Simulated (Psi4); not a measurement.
C2H2F2: excited-state calculation

The run: excited-state calculation of C2H2F2. Method and program: TDHF/LANL2DZ, RHF (Psi4 1.11).

The atoms were displaced at random from an optimised geometry.

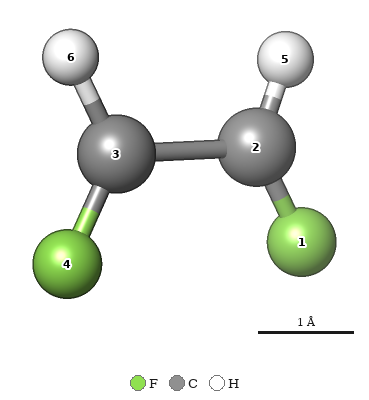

*The structure as given in the input (ball-and-stick view, seen at a tilt; atoms are numbered from 1 in the order of the input).*

Bond lengths as drawn: C–C 1.68 Å, C–F 1.16 to 1.28 Å and C–H 0.99 to 1.16 Å.

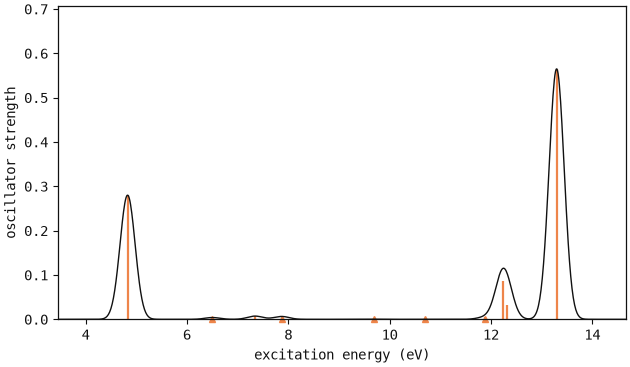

*Computed excitations as sticks (degenerate states added up, dark ones marked on the axis), with a Gaussian envelope of 0.35 eV full width at half maximum, scaled to the tallest.*

Of the 10 states the lowest lies at 4.83 eV (f = 0.280); the strongest line is at 13.30 eV, or 93 nm (f = 0.565).

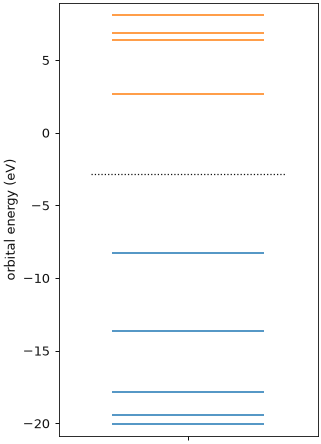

*Orbital energies near the frontier; the dotted line parts filled from empty levels, and levels within 0.02 eV of each other stand side by side.*

Highest filled −8.30 eV, lowest empty 2.65 eV, 10.95 eV apart.

These pictures come from the run below.

### Input file (job.py)
```python
import psi4

psi4.set_memory('1600 MB')
psi4.set_num_threads(1)
psi4.core.set_output_file('run.log', False)

molecule = psi4.geometry("""
0 1
F
C 1 1.158956
C 2 1.679224 1 117.81952
F 3 1.28204 2 117.51366 1 0.12806
H 2 0.986183 1 129.07398 3 -175.11511
H 3 1.159227 4 126.28515 2 175.72491
units angstrom
symmetry c1
""")

options = {'basis': 'LANL2DZ', 'reference': 'rhf', 'save_jk': True}
psi4.set_options(options)

from psi4.driver.procrouting.response.scf_response import tdscf_excitations
E, wfn = psi4.energy('hf', molecule=molecule, return_wfn=True)
states = tdscf_excitations(wfn, states=10, tda=False)
for k, s in enumerate(states, 1):
    print(f"root {k}: {s['EXCITATION ENERGY'] * 27.211386:.4f} eV  f = {s['OSCILLATOR STRENGTH (LEN)']:.4f}  {s['SYMMETRY']}")
print('E =', round(E, 9))
```

Command:
```bash
python job.py
```

### Log
```
=> Loading Basis Set <=

    Name: LANL2DZ
    Role: ORBITAL
    Keyword: BASIS

         ---------------------------------------------------------
                                   SCF
                              RHF Reference
                        1 Threads,   1525 MiB Core
         ---------------------------------------------------------

  ==> Geometry <==

    Molecular point group: c1
    Full point group: C1

    Geometry (in Angstrom), charge = 0, multiplicity = 1:

       Center              X                  Y                   Z               Mass
    ------------   -----------------  -----------------  -----------------  -----------------
         F            0.001405434390     1.042974173520    -1.018389720000    18.998403162730
         C            0.001405434390     1.042974173520     0.140566280000    12.000000000000
         C            0.001405434390    -0.442168527777     0.924239935906    12.000000000000
         F            0.003946799640    -1.496611221970     0.195013833983    18.998403162730
         H           -0.063789117773     1.805799478724     0.762180415615     1.007825032230
         H           -0.070573813243    -0.408025319481     2.080726194694     1.007825032230

  Running in c1 symmetry.

  Rotational constants: A =      0.75209  B =      0.17645  C =      0.14294 [cm^-1]
  Rotational constants: A =  22547.12640  B =   5289.80189  C =   4285.08713 [MHz]
  Nuclear repulsion =  112.792442948094362

  Charge       = 0
  Multiplicity = 1
  Electrons    = 32
  Nalpha       = 16
  Nbeta        = 16

  ==> Algorithm <==

  SCF Algorithm Type is DF.
  DIIS enabled.
  MOM disabled.
  Fractional occupation disabled.
  Guess Type is SAD.
  Energy threshold   = 1.00e-06
  Density threshold  = 1.00e-06
  Integral threshold = 1.00e-12

  ==> Primary Basis <==

  Basis Set: LANL2DZ
    Blend: LANL2DZ
    Number of shells: 24
    Number of basis functions: 40
    Number of Cartesian functions: 40
    Spherical Harmonics?: false
    Max angular momentum: 1

   => Loading Basis Set <=

    Name: (LANL2DZ AUX)
    Role: JKFIT
    Keyword: DF_BASIS_SCF

  ==> Integral Setup <==

  DFHelper Memory: AOs need 0.007 GiB; user supplied 1.118 GiB.
  SCF_SUBTYPE=INCORE selected. In-core MEM_DF algorithm will be used.
  Using in-core AOs.

  ==> MemDFJK: Density-Fitted J/K Matrices <==

    J tasked:                   Yes
    K tasked:                   Yes
    wK tasked:                   No
    Memory [MiB]:              1144
    Algorithm:                 Core
    Schwarz Cutoff:           1E-12
    Mask sparsity (%):       0.6250
    Fitting Condition:        1E-10

   => Auxiliary Basis Set <=

  Basis Set: (LANL2DZ AUX)
    Blend: DEF2-UNIVERSAL-JKFIT
    Number of shells: 112
    Number of basis functions: 404
    Number of Cartesian functions: 404
    Spherical Harmonics?: false
    Max angular momentum: 4

  Minimum eigenvalue in the overlap matrix is 9.8955036985E-03.
  Reciprocal condition number of the overlap matrix is 2.3710526543E-03.
    Using symmetric orthogonalization.

  ==> Pre-Iterations <==

  SCF Guess: Superposition of Atomic Densities via on-the-fly atomic UHF (no occupation information).

   -------------------------
    Irrep   Nso     Nmo
   -------------------------
     A         40      40
   -------------------------
    Total      40      40
   -------------------------

  ==> Iterations <==

                           Total Energy        Delta E     RMS |[F,P]|

   @DF-RHF iter SAD:  -275.10591079166426   -2.75106e+02   0.00000e+00
   @DF-RHF iter   1:  -275.50012143015482   -3.94211e-01   6.18935e-03 DIIS/ADIIS
   @DF-RHF iter   2:  -275.53064568049558   -3.05243e-02   2.91514e-03 DIIS/ADIIS
   @DF-RHF iter   3:  -275.53595638751204   -5.31071e-03   8.66871e-04 DIIS/ADIIS
   @DF-RHF iter   4:  -275.53670786582887   -7.51478e-04   1.48796e-04 DIIS/ADIIS
   @DF-RHF iter   5:  -275.53674332724330   -3.54614e-05   7.96850e-05 DIIS
   @DF-RHF iter   6:  -275.53675186936391   -8.54212e-06   2.67637e-05 DIIS
   @DF-RHF iter   7:  -275.53675309826730   -1.22890e-06   9.08339e-06 DIIS
   @DF-RHF iter   8:  -275.53675327676859   -1.78501e-07   5.62082e-06 DIIS
   @DF-RHF iter   9:  -275.53675339975644   -1.22988e-07   1.99617e-06 DIIS
   @DF-RHF iter  10:  -275.53675341709487   -1.73384e-08   3.58671e-07 DIIS
  Energy and wave function converged.

  ==> Post-Iterations <==

    Orbital Energies [Eh]
    ---------------------

    Doubly Occupied:

       1A    -26.361404     2A    -26.323655     3A    -11.393060
       4A    -11.374909     5A     -1.786027     6A     -1.674724
       7A     -0.998581     8A     -0.901349     9A     -0.838768
      10A     -0.786556    11A     -0.782198    12A     -0.737027
      13A     -0.714571    14A     -0.656350    15A     -0.499929
      16A     -0.305000

    Virtual:

      17A      0.097346    18A      0.234235    19A      0.252151
      20A      0.298175    21A      0.367934    22A      0.440309
      23A      0.457030    24A      0.495150    25A      0.509661
      26A      0.558255    27A      0.652075    28A      0.733260
      29A      0.887363    30A      1.061948    31A      1.096657
      32A      1.104053    33A      1.177322    34A      1.233973
      35A      1.245265    36A      1.303336    37A      1.334160
      38A      1.486150    39A      2.279009    40A      2.407271

    Final Occupation by Irrep:
              A
    DOCC [    16 ]
    NA   [    16 ]
    NB   [    16 ]

  @DF-RHF Final Energy:  -275.53675341709487

   => Energetics <=

    Nuclear Repulsion Energy =            112.7924429480943616
    One-Electron Energy =                -604.3901758909554474
    Two-Electron Energy =                 216.0609795257661858
    Total Energy =                       -275.5367534170948716

Computation Completed

Properties will be evaluated at   0.000000,   0.000000,   0.000000 [a0]

Properties computed using the SCF density matrix

 Multipole Moments:

 ------------------------------------------------------------------------------------
     Multipole            Electronic (a.u.)      Nuclear  (a.u.)        Total (a.u.)
 ------------------------------------------------------------------------------------

 L = 1.  Multiply by 2.5417464519 to convert [e a0] to [Debye]
 Dipole X            :          0.0690920           -0.1310102           -0.0619182
 Dipole Y            :         -0.9405124            1.7383111            0.7977986
 Dipole Z            :         -2.6729115            3.4418733            0.7689618
 Magnitude           :                                                    1.1097832

 ------------------------------------------------------------------------------------

	total time  =          1 seconds =       0.02 minutes

******************************************************************************************
**********                               WARNING                                **********
**********       The names of excited state variables changed between 1.5       **********
**********     and 1.6. For a quick solution, remove the symmetry specifier     **********
**********   from the variable name. For full details, see 'Notes on Psivars'   **********
**********                        in the documentation.                         **********
******************************************************************************************

         ---------------------------------------------------------
                         TDSCF excitation energies
         ---------------------------------------------------------

  ==> Options <==

     Residual threshold  : 1.0000e-04
     Initial guess       : denominators
     Reference           : RHF
     Solver type         : RPA (Hamiltonian)

  ==> Requested Excitations <==

      10 singlet states with A symmetry

  ==> Seeking the lowest 10 singlet states with A symmetry

                        Generalized Hamiltonian Solver

  ==> Options <==

    Max number of iterations        = 60
    Eigenvector tolerance           = 1.0000e-04
    Max number of expansion vectors = 2000

  => Iterations <=
                              Max[D[value]]     Max[|R|]   # vectors
  HamiltonianSolver iter   1:   4.98225e-01  2.30587e-01     40
  HamiltonianSolver iter   2:   1.67150e-02  5.46347e-02     60
  HamiltonianSolver iter   3:   1.09546e-03  1.60536e-02     80
  HamiltonianSolver iter   4:   5.80336e-05  4.23094e-03    100
  HamiltonianSolver iter   5:   3.27890e-06  1.39033e-03    120
  HamiltonianSolver iter   6:   1.71759e-07  2.89211e-04    130
  HamiltonianSolver iter   7:   5.86429e-09  5.60058e-05    134      Converged

******************************************************************************************
**********                               WARNING                                **********
**********  Length-gauge rotatory strengths are **NOT** gauge-origin invariant  **********
******************************************************************************************

                                    Excitation Energy         Total Energy        Oscillator Strength             Rotatory Strength
     #   Sym: GS->ES (Trans)        au              eV              au          au (length)    au (velocity)    au (length)    au (velocity)
    ---- -------------------- --------------- --------------- --------------- --------------- --------------- --------------- ---------------
     1        A->A (1 A)       0.17745         4.82863        -275.35930       0.2801          0.1522          0.0055          0.0037
     2        A->A (1 A)       0.23895         6.50218        -275.29780       0.0041          0.0033         -0.0072         -0.0063
     3        A->A (1 A)       0.26988         7.34382        -275.26687       0.0073          0.0077          0.0115          0.0158
     4        A->A (1 A)       0.28919         7.86927        -275.24756       0.0065          0.0111         -0.0144         -0.0178
     5        A->A (1 A)       0.35609         9.68966        -275.18067       0.0003          0.0013         -0.0032         -0.0008
     6        A->A (1 A)       0.39290         10.69128       -275.14386       0.0001          0.0001          0.0025          0.0011
     7        A->A (1 A)       0.43632         11.87278       -275.10044       0.0044          0.0012          0.0044          0.0046
     8        A->A (1 A)       0.44938         12.22824       -275.08737       0.0857          0.0814          0.0795          0.0754
     9        A->A (1 A)       0.45228         12.30710       -275.08448       0.0326          0.0292         -0.0896         -0.0859
     10       A->A (1 A)       0.48860         13.29554       -275.04815       0.5650          0.4634          0.0205          0.0195

Contributing excitations and de-excitations
Only contributions with abs(coeff) > 1.00e-01 will be printed:

Excited State    1 (1 A):   0.17745 au   256.77 nm f = 0.2801
  Sums of squares: Xssq =  1.027619e+00; Yssq =  2.761908e-02; Xssq - Yssq =  1.000000e+00
     15a  ->  19a    -0.104168 ( 1.085%)
     15a  ->  24a    -0.156852 ( 2.460%)
     16a  ->  17a     0.974161 (94.899%)

Excited State    2 (1 A):   0.23895 au   190.68 nm f = 0.0041
  Sums of squares: Xssq =  1.020387e+00; Yssq =  2.038654e-02; Xssq - Yssq =  1.000000e+00
     15a  ->  17a    -0.971694 (94.419%)
     15a  ->  25a    -0.156158 ( 2.439%)

Excited State    3 (1 A):   0.26988 au   168.83 nm f = 0.0073
  Sums of squares: Xssq =  1.007836e+00; Yssq =  7.836241e-03; Xssq - Yssq =  1.000000e+00
     16a  ->  18a     0.898392 (80.711%)
     16a  ->  19a    -0.240077 ( 5.764%)
     16a  ->  20a    -0.208029 ( 4.328%)
     16a  ->  22a     0.178600 ( 3.190%)
     16a  ->  24a    -0.199174 ( 3.967%)

Excited State    4 (1 A):   0.28919 au   157.55 nm f = 0.0065
  Sums of squares: Xssq =  1.004690e+00; Yssq =  4.689959e-03; Xssq - Yssq =  1.000000e+00
     16a  ->  18a     0.348556 (12.149%)
     16a  ->  19a     0.877454 (76.993%)
     16a  ->  20a     0.203460 ( 4.140%)
     16a  ->  24a     0.208155 ( 4.333%)

Excited State    5 (1 A):   0.35609 au   127.96 nm f = 0.0003
  Sums of squares: Xssq =  1.001155e+00; Yssq =  1.154820e-03; Xssq - Yssq =  1.000000e+00
     16a  ->  19a    -0.191692 ( 3.675%)
     16a  ->  20a     0.904938 (81.891%)
     16a  ->  21a    -0.315128 ( 9.931%)
     16a  ->  24a    -0.132803 ( 1.764%)

Excited State    6 (1 A):   0.39290 au   115.97 nm f = 0.0001
  Sums of squares: Xssq =  1.003126e+00; Yssq =  3.126219e-03; Xssq - Yssq =  1.000000e+00
     16a  ->  18a     0.180455 ( 3.256%)
     16a  ->  19a    -0.240860 ( 5.801%)
     16a  ->  20a     0.284594 ( 8.099%)
     16a  ->  21a     0.822140 (67.591%)
     16a  ->  22a    -0.186535 ( 3.480%)
     16a  ->  24a     0.308055 ( 9.490%)

Excited State    7 (1 A):   0.43632 au   104.43 nm f = 0.0044
  Sums of squares: Xssq =  1.005403e+00; Yssq =  5.402940e-03; Xssq - Yssq =  1.000000e+00
     14a  ->  17a     0.123473 ( 1.525%)
     16a  ->  18a     0.135020 ( 1.823%)
     16a  ->  19a    -0.241511 ( 5.833%)
     16a  ->  21a    -0.416481 (17.346%)
     16a  ->  22a    -0.558786 (31.224%)
     16a  ->  24a     0.632239 (39.973%)

Excited State    8 (1 A):   0.44938 au   101.39 nm f = 0.0857
  Sums of squares: Xssq =  1.001964e+00; Yssq =  1.964267e-03; Xssq - Yssq =  1.000000e+00
     14a  ->  17a     0.285225 ( 8.135%)
     14a  ->  20a     0.128135 ( 1.642%)
     15a  ->  18a    -0.854117 (72.952%)
     15a  ->  19a    -0.267979 ( 7.181%)
     15a  ->  20a     0.102850 ( 1.058%)
     16a  ->  23a    -0.166247 ( 2.764%)

Excited State    9 (1 A):   0.45228 au   100.74 nm f = 0.0326
  Sums of squares: Xssq =  1.002232e+00; Yssq =  2.232489e-03; Xssq - Yssq =  1.000000e+00
     14a  ->  17a    -0.918662 (84.394%)
     14a  ->  25a    -0.111698 ( 1.248%)
     15a  ->  18a    -0.266276 ( 7.090%)
     16a  ->  21a    -0.132032 ( 1.743%)

Excited State   10 (1 A):   0.48860 au   93.25 nm f = 0.5650
  Sums of squares: Xssq =  1.006082e+00; Yssq =  6.081583e-03; Xssq - Yssq =  1.000000e+00
     14a  ->  21a     0.102274 ( 1.046%)
     15a  ->  18a     0.113252 ( 1.283%)
     15a  ->  19a    -0.755396 (57.062%)
     15a  ->  20a    -0.358027 (12.818%)
     16a  ->  17a    -0.135103 ( 1.825%)
     16a  ->  23a     0.451668 (20.400%)

******************************************************************************************
**********                               WARNING                                **********
**********       The names of excited state variables changed between 1.5       **********
**********     and 1.6. For a quick solution, remove the symmetry specifier     **********
**********   from the variable name. For full details, see 'Notes on Psivars'   **********
**********                        in the documentation.                         **********
******************************************************************************************
```

### Standard output
```
root 1: 4.8286 eV  f = 0.2801  A
root 2: 6.5022 eV  f = 0.0041  A
root 3: 7.3438 eV  f = 0.0073  A
root 4: 7.8693 eV  f = 0.0065  A
root 5: 9.6897 eV  f = 0.0003  A
root 6: 10.6913 eV  f = 0.0001  A
root 7: 11.8728 eV  f = 0.0044  A
root 8: 12.2282 eV  f = 0.0857  A
root 9: 12.3071 eV  f = 0.0326  A
root 10: 13.2955 eV  f = 0.5650  A
E = -275.536753417
```

### Summary

```tsv
quantity	value
outcome	converged
total energy	−275.536753 hartree
basis functions	40
HOMO	−8.30 eV
LUMO	2.65 eV
dipole moment	2.82 D
lowest excitation	4.83 eV
hardware	1 thread of AMD EPYC (Zen 3), 192 GiB of memory available, shared host
wall time	3.9 s
peak memory	0.19 GiB
```
